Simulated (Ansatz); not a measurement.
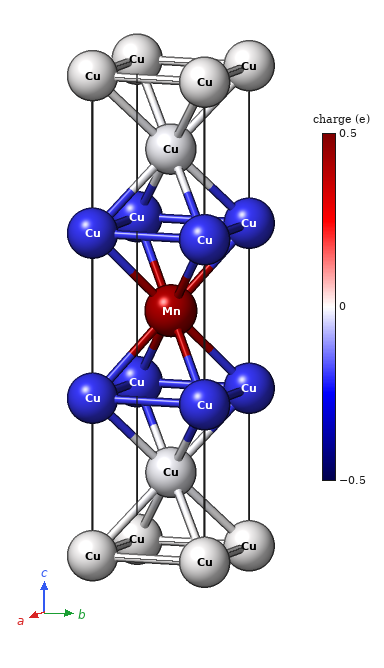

Shown here is a ball-and-stick view of the crystal, taken slightly off an axis. The wireframe shows the simulation cell. The atoms of this MnCu$_{5}$ cell are coloured by their Bader charge.

Level of theory and settings: DFT PBE, scalar-relativistic, plane waves, PAW (Ansatz), 420 eV cutoff, k-grid 14×14×4, Gaussian smearing of 0.1 eV, collinear spins. The state is ferromagnetic.

> Which element is the most positive, and which the most negative?

Most positive: Mn; most negative: Cu. Charges: about Mn +0.4 e; Cu -0.2 to 0.0 e.

It goes back to a structure type filled with these elements by a generator (whether the compound takes this form wasn't checked). Earlier steps of the study, as a rule a relaxation of our own, may have changed the cell and positions, so they can lie some per cent off the listed ones. Ansatz was used for an electronic-structure calculation on it.
